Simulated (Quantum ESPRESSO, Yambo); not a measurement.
# SrTiO3 (Tausonite): Bethe-Salpeter spectra with Yambo, part 3 of 3

Wanted: excitons and ε₂ of SrTiO3 (Tausonite), with cost.

Quantum ESPRESSO 7.5 and Yambo 5.3.0; PBE and many-body steps on it, plane waves. Known limits of the many-body steps: not at the basis limit; no spin-orbit coupling in some runs; coarse k mesh; bindings not settled in the k mesh.

So far. Step 7 (Excitons): The lowest state lies at 3.430 eV, 0.427 eV under the direct gap. Step 8 (Empty states on the mesh, 6×6×6 mesh, 66 bands): On this mesh the gap is 1.892 eV.

### 10. k mesh (6×6×6)

This step: Bethe-Salpeter equation on PBE with a scissors shift with spin-orbit coupling, plane waves, norm-conserving pseudopotentials.

Input file bse5.in:

```
optics
bss
bse
em1s
dipoles
rim_cut
RandQpts= 1000000
RandGvec= 1 RL
Chimod= "HARTREE"
BSKmod= "SEX"
BSEmod= "resonant"
BSSmod= "d"
BSENGexx= 20 Ry
BSENGBlk= 4 Ry
% BSEQptR
 1 | 1 |
%
% BSEBands
 37 | 44 |
%
% BEnRange
 0 | 6 | eV
%
% BDmRange
 0.1 | 0.1 | eV
%
BEnSteps= 121
% BLongDir
 1 | 0 | 0 |
%
% BndsRnXs
 11 | 66 |
%
NGsBlkXs= 4 Ry
% LongDrXs
 1 | 1 | 1 |
%
% KfnQP_E
 1.626 | 1.0 | 1.0 |
%
WRbsWF
FFTGvecs= 34 Ry
```

On the command line:

```
$ OMP_NUM_THREADS=2 mpirun -n 4 yambo -F bse5.in -J bse5 -C bse5 > bse5.log
```

Output:

```text
 Yambo, version 5.3.0

 [02] CORE Variables Setup
 =========================

  [... cell, symmetries and grids as in the set-up ...]

  [02.05] Energies & Occupations
  ==============================

  [X] === General ===
  [X] Electronic Temperature                        :  0.000000  0.000000 [eV K]
  [X] Bosonic    Temperature                        :  0.000000  0.000000 [eV K]
  [X] Finite Temperature mode                       : no
  [X] El. density                                   :  0.67159E+24 [cm-3]
  [X] Fermi Level                                   :  10.05573 [eV]

  [X] === Gaps and Widths ===
  [X] Conduction Band Min                           :  1.891732 [eV]
  [X] Valence Band Max                              :  0.000000 [eV]
  [X] Filled Bands                                  :   40
  [X] Empty Bands                                   :   41   66
  [X] Direct Gap                                    :  2.231273 [eV]
  [X] Direct Gap localized at k                     :  1
  [X] Indirect Gap                                  :  1.891732 [eV]
  [X] Indirect Gap between kpts                     :  20   1
  [X] Last valence band width                       :  1.064908 [eV]
  [X] 1st conduction band width                     :  2.609691 [eV]

 [03] Transferred momenta grid and indexing
 ==========================================

 [BZ sampling] Q-grid is User defined and/or read from the database

 IBZ Q-points                                      :  20
 BZ  Q-points                                      :  216

 K/Q-points units:
 rlu = crystal or reduced units; cc = cartesian coordinates; iku = interal k-units

 Q [ 1]         [rlu]:  0.000000  0.000000  0.000000
 Q [ 2]         [rlu]:  0.000000  0.000000  0.166667
[...]
X matrix size                                    :   81
  X band range                                     :   11   66
  X e/h energy range                               : -1.000000 -1.000000 [eV]
  X Time ordering                                  : T
  X Hxc Kernel                                     : HARTREE
  X Drude frequency                                :  0.000000  0.000000
  X poles                                          :  100.0000 [o/o]
  RL vectors in the sum                            :  1365
  [r,Vnl] included                                 : yes
  Field direction                                  :  0.577350E-5  0.577350E-5  0.577350E-5
  BZ energy Double Grid                            : no
  BZ energy DbGd points                            : 0
  BZ Q point size factor                           : -1.000000
  X Optical Averaged directions                    : none

 [08] Bethe Salpeter Equation driver
 ===================================

  [08.01] Bethe Salpeter Equation @q1
  ===================================

   [08.01.01] Transition pre-analysis @q1
   ======================================

   [08.01.02] Transition Groups build-up @q1
   =========================================

   [BSK] Transition groups (total):   40
   [BSK] Size (resonant):   3456
   [BSK]         (total):   3456
   [BSK] N. of matrices :  1

   [08.01.03] Loading Dipoles @q1
   ==============================

   [08.01.04] Independent Particles properties @q1
   ===============================================

   ==========================================================

   [BSE] Exchange components :   691
   [BSE] Correlation components :   81  301

    [08.01.05.01] Screened interaction header I/O
    =============================================

    [08.01.05.02] Main kernel loop
    ==============================

    [08.01.05.03] Wave-Function Phases
    ==================================

    [BSE] WF phases found       :  22.50000 [o/o]

   [08.01.06] BSE solver(s) @q1
   ============================

   [08.01.07] Diago Solver @q1
   ===========================

 [11] Game Over & Game summary
```

Run time: 4.6 min. Hardware: 4 MPI ranks of AMD EPYC 7R43, shared host; peak memory 2.9 GiB; 24 min of CPU time.

This step gave:

```yaml
transitions_in_the_window: 3456
direct_gap_of_the_transition_levels: 3.857 eV
lowest_state: 3.562 eV
first_strong_exciton_over_a_fiftieth_of_the_strongest_listed: 3.562 eV
binding_of_the_lowest_state_below_the_direct_gap: 0.2953 eV
coulomb_term_of_one_mesh_cell: 0.3001 eV
```

The binding is 0.98 times the screened Coulomb term of one mesh cell (0.30 eV), so it is not shown settled.

The lowest state lies at 3.562 eV, 0.295 eV under the direct gap.

The ε₂ has structure finer than the step of the table below, so its rows give means over 0.25 eV, whole bins alone (the curve runs from 0 to 6 eV). Peaks (eV: height): BSE 3.800: 3.49, 4.000: 2.80, 5.250: 3.19, 5.950: 1.72; no electron-hole interaction 4.350: 2.64, 5.550: 3.63.

Field along x; broadening 0.1 eV; transition window only. Limits: finite bands, cutoff and mesh; exciton not shown settled in the k mesh. The ε₂ by photon energy; means over each step:

```csv
photon energy (eV),BSE,no electron-hole interaction
0.25,0.00884,0.00690
0.50,0.0100,0.00770
0.75,0.0115,0.00866
1.00,0.0133,0.00982
1.25,0.0156,0.0112
1.50,0.0186,0.0130
1.75,0.0226,0.0153
2.00,0.0282,0.0182
2.25,0.0364,0.0222
2.50,0.0493,0.0278
2.75,0.0718,0.0361
3.00,0.119,0.0496
3.25,0.260,0.0745
3.50,1.02,0.134
3.75,2.70,0.391
4.00,2.44,1.39
4.25,0.941,2.11
4.50,0.678,1.46
4.75,1.32,0.630
5.00,2.60,0.935
5.25,2.72,2.04
5.50,1.26,3.05
5.75,1.53,1.71
```

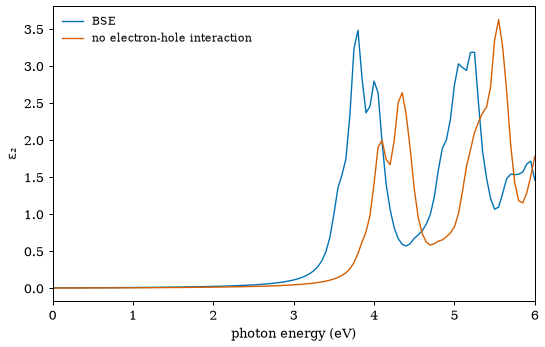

ε₂, plotted against photon energy.

The window of bands is narrower than in the first exciton run, so this row is not like for like with it.

### 11. Spectrum in a wider window

Input file bse6.in:

```
optics
bss
bse
em1s
dipoles
rim_cut
RandQpts= 1000000
RandGvec= 1 RL
Chimod= "HARTREE"
BSKmod= "SEX"
BSEmod= "resonant"
BSSmod= "h"
BSENGexx= 20 Ry
BSENGBlk= 4 Ry
% BSEQptR
 1 | 1 |
%
% BSEBands
 31 | 50 |
%
% BEnRange
 0 | 9 | eV
%
% BDmRange
 0.1 | 0.1 | eV
%
BEnSteps= 181
% BLongDir
 1 | 0 | 0 |
%
% BndsRnXs
 11 | 66 |
%
NGsBlkXs= 4 Ry
% LongDrXs
 1 | 1 | 1 |
%
% KfnQP_E
 1.626 | 1.0 | 1.0 |
%
BSHayTrs= -0.02
FFTGvecs= 34 Ry
```

On the command line:

```
$ OMP_NUM_THREADS=2 mpirun -n 4 yambo -F bse6.in -J bse6,bse5_W -C bse6 > bse6.log
```

Output:

```text
 Yambo, version 5.3.0

 [02] CORE Variables Setup
 =========================

  [... cell, symmetries and grids as in the set-up ...]

  [02.05] Energies & Occupations
  ==============================

  [X] === General ===
  [X] Electronic Temperature                        :  0.000000  0.000000 [eV K]
  [X] Bosonic    Temperature                        :  0.000000  0.000000 [eV K]
  [X] Finite Temperature mode                       : no
  [X] El. density                                   :  0.67159E+24 [cm-3]
  [X] Fermi Level                                   :  10.05573 [eV]

  [X] === Gaps and Widths ===
  [X] Conduction Band Min                           :  1.891732 [eV]
  [X] Valence Band Max                              :  0.000000 [eV]
  [X] Filled Bands                                  :   40
  [X] Empty Bands                                   :   41   66
  [X] Direct Gap                                    :  2.231273 [eV]
  [X] Direct Gap localized at k                     :  1
  [X] Indirect Gap                                  :  1.891732 [eV]
  [X] Indirect Gap between kpts                     :  20   1
  [X] Last valence band width                       :  1.064908 [eV]
  [X] 1st conduction band width                     :  2.609691 [eV]

 [03] Transferred momenta grid and indexing
 ==========================================

 IBZ Q-points                                      :  20
 BZ  Q-points                                      :  216

 K/Q-points units:
 rlu = crystal or reduced units; cc = cartesian coordinates; iku = interal k-units

 Q [ 1]         [rlu]:  0.000000  0.000000  0.000000
 Q [ 2]         [rlu]:  0.000000  0.000000  0.166667
 Q [ 3]         [rlu]:  0.000000  0.000000  0.333333
[...]
[coarse-grid] Minimum Bare Gap        [ev]:  1.891732
  [coarse-grid] Minimum Gap Correction  [ev]:  1.626000

  Eqp @ K [ 1]
  -56.39395 -56.39395 -33.10892 -33.10892 -32.70720 -32.70720 -32.45493 -32.45493
  -32.45493 -32.45493 -17.36474 -17.36474 -16.38310 -16.38310 -16.38310 -16.38310
  -15.47687 -15.47687 -14.34269 -14.34269 -14.34269 -14.34269  -2.87331  -2.87331
[...]
18.35988  18.35992
  Eqp @ K [ 2]
[...]
18.36472  18.36474
  Eqp @ K [ 3]
[...]
17.21563  17.21565
[...]
Eqp @ K [ 8]
[...]
Eqp @ K [ 9]
[...]
15.70125  15.70126
  -32.47312 -32.47312 -16.72011 -16.72011 -16.64068 -16.64068 -16.46076 -16.46076
     [... 85 further rows ...]
   11.35845  11.35846  11.35846  11.35847  11.87088  11.87088  15.74946  15.74946
   15.97935  15.97936

 [06] Dipoles
 ============

  [06.01] Setup: observables and procedures
  =========================================

  [WARNING] [r,Vnl^pseudo] included in position and velocity dipoles.

  [WARNING] In case H contains other non local terms, these are neglected

 [07] Static Dielectric Matrix
 =============================

    [08.01.05.02] Main kernel loop
    ==============================

    [08.01.05.03] Wave-Function Phases
    ==================================

    [BSE] WF phases found       :  22.50000 [o/o]

   [08.01.06] BSE solver(s) @q1
   ============================

   [08.01.07] Haydock Solver in the optics basis @q1 using the hermitian scheme
   ============================================================================

   Accuracy (requested)      : -0.020000 [o/o]

   [WARNING] [EPS_extend] Possible inaccuracy in the EPS prolungation

   [WARNING] [EPS_extend] Possible inaccuracy in the EPS prolungation

   [WARNING] [EPS_extend] Possible inaccuracy in the EPS prolungation

[...]
[WARNING] [EPS_extend] Possible inaccuracy in the EPS prolungation

   [WARNING] [EPS_extend] Possible inaccuracy in the EPS prolungation
   Iterations                :   84

 [11] Game Over & Game summary
```

Wall time 8.4 min (4 MPI ranks); peak memory 5.7 GiB; 62 min of CPU time.

Numbers from this step:

| Quantity | Value |
| --- | --- |
| transitions in the window | 21600 |
| direct gap of the transition levels | 3.857 eV |

The ε₂ has structure finer than the step of the table below, so its rows give means over 0.5 eV, whole bins alone (the curve runs from 0 to 9 eV). Peaks (eV: height): BSE 3.80: 5.18, 4.75: 14.2, 5.50: 6.51, 6.00: 7.31, 6.75: 4.27, 7.90: 3.26; no electron-hole interaction 4.35: 2.90, 5.40: 10.1, 6.25: 8.13, 7.50: 5.62, 8.45: 3.76.

Field along x; broadening 0.1 eV; transition window only. Limits: finite bands, cutoff and mesh; exciton not shown settled in the k mesh. ε₂ against photon energy; means over each step:

```csv
photon energy (eV),BSE,no electron-hole interaction
0.5,0.0350,0.0233
1.0,0.0453,0.0285
1.5,0.0614,0.0360
2.0,0.0898,0.0474
2.5,0.150,0.0666
3.0,0.362,0.106
3.5,3.00,0.259
4.0,4.14,1.57
4.5,6.46,2.00
5.0,7.90,3.04
5.5,4.77,7.59
6.0,5.34,6.54
6.5,2.96,6.24
7.0,3.18,3.52
7.5,1.14,3.77
8.0,2.19,1.89
8.5,1.39,2.71
```

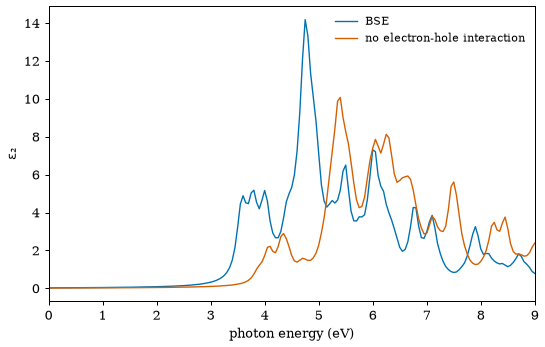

ε₂ against photon energy.

The program warns that the window of bands cuts a degenerate level, which breaks the symmetry of states and spectrum.

### 12. The runs together

Times are wall times on 4 MPI ranks of AMD EPYC 7R43, shared host, good to a factor of about two.

```csv
run,mesh,transitions,broadening (eV),direct gap (eV),lowest state (eV),binding (eV),mesh cell's term (eV),tallest peak (eV),height,time
excitons,4×4×4,1536,0.1,3.857,3.430,0.427,0.420,5.25,9.89,39 s
k mesh (6×6×6),6×6×6,3456,0.1,3.857,3.562,0.295,0.300,3.80,3.49,4.6 min
spectrum in a wider window,6×6×6,21600,0.1,3.857,-,-,-,4.75,14.2,8.4 min
```

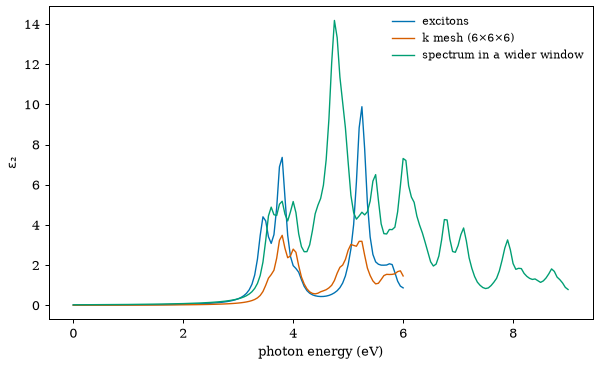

The spectra of the runs.

### 13. What came out

| Property | Result |
| --- | --- |
| excitons | lowest state 3.430 eV (not settled in the k mesh) |
| k mesh (6×6×6) | lowest state 3.562 eV (not settled in the k mesh) |
| spectrum in a wider window | tallest peak 4.8 eV |

What this shows: On the 4×4×4 mesh the lowest exciton lies at 3.430 eV, 0.427 eV below the direct gap; one cell of the mesh carries a screened Coulomb term of 0.42 eV, so this binding is not shown settled. k mesh (6×6×6), against «excitons (4×4×4)»: the lowest state moves by +0.131 eV (keys changed: BSEBands, the mesh and the band window). Spectrum in a wider window, against «k mesh (6×6×6)»: the tallest peak goes from 3.80 eV to 4.75 eV (keys changed: BSEBands, BSSmod, BEnSteps, BSHayTrs, BEnRange and the band window). Lines within a few meV of each other can be one level split by numerical noise, or distinct levels. Screening is static and electronic alone, and only transitions inside the band window count. The 4×4×4 mesh is coarse for this cell, which bears on the long-range parts of exchange and screening.

[Paths, hosts, dates, memory and timing lines, banners, echoed tables and standing remarks are left out of the program output.]

[Logs are printed without paths, hosts, clocks, repeated set-up lines and the standing remarks that a program may print on its own settings, such as how far it seeks lower states.]

[Runs of the session that timed out or met a known fault of the program may be left out.]

[Hosts, paths, dates, database ids (printed as entryN), source tags and the programs' standing remarks are cut or masked in the printed files.]
